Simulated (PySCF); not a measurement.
**Excited-state calculation, with input and output: C₄H₁₀AlB**

- system: C₄H₁₀AlB
- method: TDDFT CAM-B3LYP/def2-SVPD, vertical, gas phase, core orbitals frozen in the response (PySCF 2.14.0)

The geometry comes from this level: GFN2-xTB. It belongs to a series of runs on one base structure; here: H on C replaced by BH2.

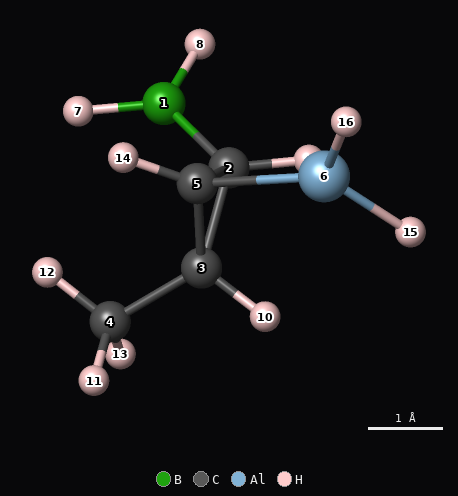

The structure (ball-and-stick view, seen at a tilt; atoms are numbered from 1 in the order of the input). Sticks mark near contacts.

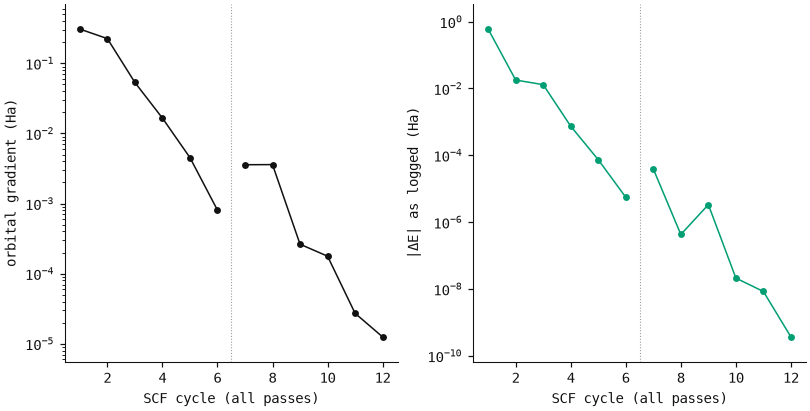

Convergence of the self-consistent field: orbital gradient and size of the energy change against the SCF cycle. The dotted line marks the change from a coarse to the final integration grid. The first 6 cycles use a coarse grid, the final grid takes over at cycle 7, and the field converges after 12 cycles in all.

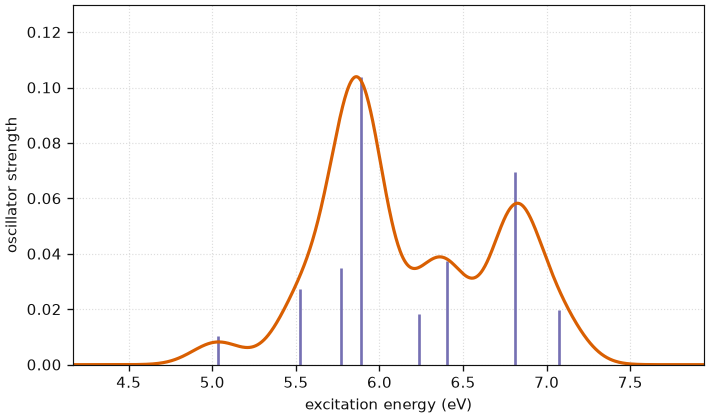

Computed excitations as sticks (degenerate states added up, dark ones marked on the axis), with a Gaussian envelope of 0.35 eV full width at half maximum, scaled to the tallest. Of the 8 states the lowest lies at 5.03 eV (f = 0.010); the strongest line is at 5.89 eV, or 210 nm (f = 0.104).

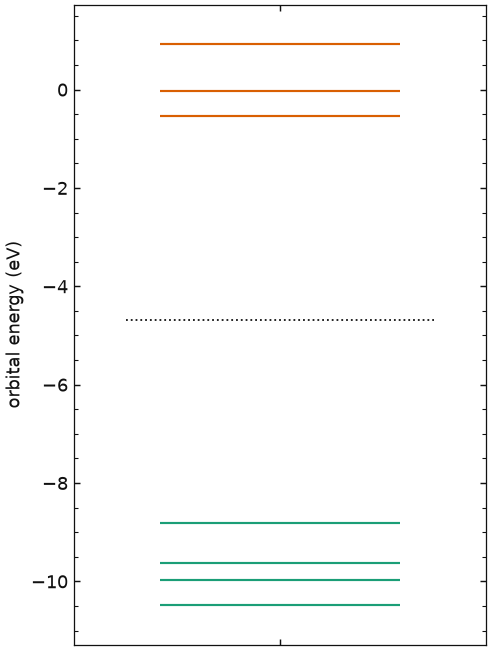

Orbital energies near the frontier; the dotted line parts filled from empty levels, and levels within 0.02 eV of each other stand side by side. Highest filled −8.82 eV, lowest empty −0.54 eV, 8.28 eV apart.

The input and output of the run follow.

**Input**
```
{"job": {"kind": "uv", "xc": "CAM-B3LYP", "basis": "def2-SVPD", "nstates": 8, "ntriplets": 3}, "charge": 0, "multiplicity": 1}
B     -0.635691     2.005065     0.229429
C      0.160696     0.819358    -0.313231
C     -0.325100    -0.608548    -0.362775
C     -1.741280    -0.997819    -0.029350
C      0.665360    -0.257117     0.701950
Al     2.475507    -0.661023     0.023712
H     -1.480582     1.856206     1.025263
H     -0.386002     3.088918    -0.137932
H      0.892982     1.024258    -1.107417
H      0.073285    -1.159306    -1.220804
H     -1.795257    -2.070473     0.154232
H     -2.091091    -0.478391     0.858049
H     -2.409833    -0.759573    -0.855728
H      0.230256    -0.146547     1.692739
H      2.588013    -0.811946    -1.517862
H      3.771137    -0.834119     0.848316
```

The first line tells a small driver script what to run in PySCF; the rest is the geometry in Å.

Launch command:
```bash
OMP_NUM_THREADS=1 python <driver script> task.json out
```

**Log**
```
coarse grid: 13256 points
cycle   1  E = -425.2300898011  dE =  6.008e-01  |g| = 3.081e-01  |ddm| = 6.680e+00
cycle   2  E = -425.2480044537  dE = -1.791e-02  |g| = 2.252e-01  |ddm| = 1.011e+00
cycle   3  E = -425.2610234620  dE = -1.302e-02  |g| = 5.341e-02  |ddm| = 4.666e-01
cycle   4  E = -425.2617649941  dE = -7.415e-04  |g| = 1.656e-02  |ddm| = 1.430e-01
cycle   5  E = -425.2618387275  dE = -7.373e-05  |g| = 4.528e-03  |ddm| = 3.966e-02
cycle   6  E = -425.2618442708  dE = -5.543e-06  |g| = 8.066e-04  |ddm| = 1.018e-02
final grid: 121656 points
cycle   7  E = -425.3353932054  dE = -3.900e-05  |g| = 3.581e-03  |ddm| = 1.080e-01
cycle   8  E = -425.3353936327  dE = -4.273e-07  |g| = 3.595e-03  |ddm| = 1.561e-02
cycle   9  E = -425.3353969693  dE = -3.337e-06  |g| = 2.632e-04  |ddm| = 5.683e-03
cycle  10  E = -425.3353969905  dE = -2.113e-08  |g| = 1.776e-04  |ddm| = 1.057e-03
cycle  11  E = -425.3353969989  dE = -8.388e-09  |g| = 2.724e-05  |ddm| = 4.191e-04
cycle  12  E = -425.3353969992  dE = -3.663e-10  |g| = 1.253e-05  |ddm| = 1.197e-04
converged SCF energy = -425.3353969992

Static polarisability (au): isotropic 88.079, principal 74.976 85.416 103.846

Singlet excitations
state   eV       nm        f      main configurations
  1   5.0324    246.4   0.01041   H->L 0.88
  2   5.5265    224.3   0.02715   H->L+1 0.63, H-1->L 0.14
  3   5.7677    215.0   0.03491   H-2->L 0.55, H-1->L 0.24, H-2->L+1 0.13
  4   5.8915    210.4   0.10390   H-1->L+1 0.23, H-1->L 0.20, H->L+1 0.20
  5   6.2362    198.8   0.01836   H-4->L+1 0.34, H-4->L 0.28, H-3->L 0.11
  6   6.4066    193.5   0.03733   H-1->L+1 0.39, H-1->L 0.37
  7   6.8125    182.0   0.06951   H-3->L 0.56, H-1->L+1 0.15, H-4->L 0.09
  8   7.0759    175.2   0.01988   H->L+2 0.41, H-3->L+1 0.15, H->L+3 0.08

Triplet excitations (Tamm-Dancoff, eV): 4.6183 5.0623 5.1347
```

**Key numbers**

- outcome: converged
- total energy: −425.335397 hartree
- HOMO: −8.82 eV
- LUMO: −0.54 eV
- dipole moment: 0.98 D
- mean polarisability: 88.08 a.u.
- lowest singlet excitation: 5.03 eV
- hardware: 1 CPU thread, shared host
- wall time: 37 s
- peak memory: 0.93 GiB
